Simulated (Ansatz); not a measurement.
# MoS2: the cost of one run

Method: DFT LDA+U (U_eff = 2 eV on Mo d), plane waves, PAW, in Ansatz 0.2.0.

### Step 1. The structure to begin with

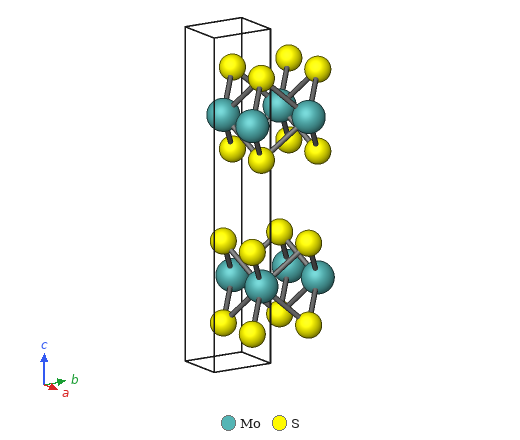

The starting structure, seen slightly off an axis (molybdenum teal, sulfur yellow). 2×2×1 cells are drawn.

As a file:

```xyz
6
Lattice="3.1610 0.0000 0.0000 -1.5805 2.7375 0.0000 0.0000 0.0000 12.2950" Properties=species:S:1:pos:R:3 pbc="T T T"
Mo    0.0000    1.8250    3.0737
Mo    1.5805    0.9125    9.2212
S     0.0000    1.8250    7.7151
S     1.5805    0.9125    1.5676
S     0.0000    1.8250   10.7274
S     1.5805    0.9125    4.5799
```

Magnetic order typed: opposed in the cell.

An earlier series on this cell reached its lowest free state from «natural orbitals of the symmetric run, filled by rank», perhaps among other starts (it ended without moments).

### Step 2. Random orbitals: single harmonics, second filling

Input file input.yaml:

```yaml
crystal:
  lattice:
    - [3.16100152, 0.0, 0.0]
    - [-1.58050076, 2.73750762, 0.0]
    - [0.0, 0.0, 12.2949997]
  atoms:
    - { symbol: Mo, position: [0.3333333333, 0.6666666667, 0.25], spin: 0.3 }
    - { symbol: Mo, position: [0.6666666667, 0.3333333333, 0.75], spin: -0.3 }
    - { symbol: S, position: [0.3333333333, 0.6666666667, 0.6275] }
    - { symbol: S, position: [0.6666666667, 0.3333333333, 0.1275] }
    - { symbol: S, position: [0.3333333333, 0.6666666667, 0.8725] }
    - { symbol: S, position: [0.6666666667, 0.3333333333, 0.3725] }
basis:
  ecutwfc: 420
  ecutrho_ratio: 4
kpoints:
  mp_grid: { grid: [7, 7, 2] }
hamiltonian:
  xc: lda
  hubbard:
    sites:
      - { site: 0, l: d, u_eff: 2.0, starting_ns: [{ spin: up, occupation_matrix: s0up }, { spin: down, occupation_matrix: s0down }] }
      - { site: 1, l: d, u_eff: 2.0, starting_ns: [{ spin: up, occupation_matrix: s1up }, { spin: down, occupation_matrix: s1down }] }
    occupation_matrices:
      s0up:
        matrix:
          - [0.97, 0.0, 0.0, 0.0, 0.0]
          - [0.0, 0.02, 0.0, 0.0, 0.0]
          - [0.0, 0.0, 0.02, 0.0, 0.0]
          - [0.0, 0.0, 0.0, 0.02, 0.0]
          - [0.0, 0.0, 0.0, 0.0, 0.02]
      s0down:
        matrix:
          - [0.02, 0.0, 0.0, 0.0, 0.0]
          - [0.0, 0.02, 0.0, 0.0, 0.0]
          - [0.0, 0.0, 0.02, 0.0, 0.0]
          - [0.0, 0.0, 0.0, 0.97, 0.0]
          - [0.0, 0.0, 0.0, 0.0, 0.02]
      s1up:
        matrix:
          - [0.02, 0.0, 0.0, 0.0, 0.0]
          - [0.0, 0.02, 0.0, 0.0, 0.0]
          - [0.0, 0.0, 0.02, 0.0, 0.0]
          - [0.0, 0.0, 0.0, 0.97, 0.0]
          - [0.0, 0.0, 0.0, 0.0, 0.02]
      s1down:
        matrix:
          - [0.97, 0.0, 0.0, 0.0, 0.0]
          - [0.0, 0.02, 0.0, 0.0, 0.0]
          - [0.0, 0.0, 0.02, 0.0, 0.0]
          - [0.0, 0.0, 0.0, 0.02, 0.0]
          - [0.0, 0.0, 0.0, 0.0, 0.02]
    ns_hold: until_converged
scf:
  occupations: { method: gaussian, width: 0.05 }
  lower_state_search: "off"
  max_iter: 150
output:
  forces: true
  stress: true
  eigenvalues: true
  populations: true
  hubbard: { sites: [{ site: 0, l: d }, { site: 1, l: d }] }
magnetization:
  spin_polarized: true
```

The typed matrices put 0.97 on the chosen orbitals and 0.02 on the others, and are held until the SCF converges, then released.

Launch:

```bash
ansatz run input.yaml --threads 4 --pin off --max-ram 6144MiB --backend cpu --events-out ev --progress --plain --runs-dir out
```

What time and memory should one allow on 4 threads of Intel Xeon Platinum 8488C (Sapphire Rapids), shared host?

About 15 s, with a peak of 0.59 GiB.
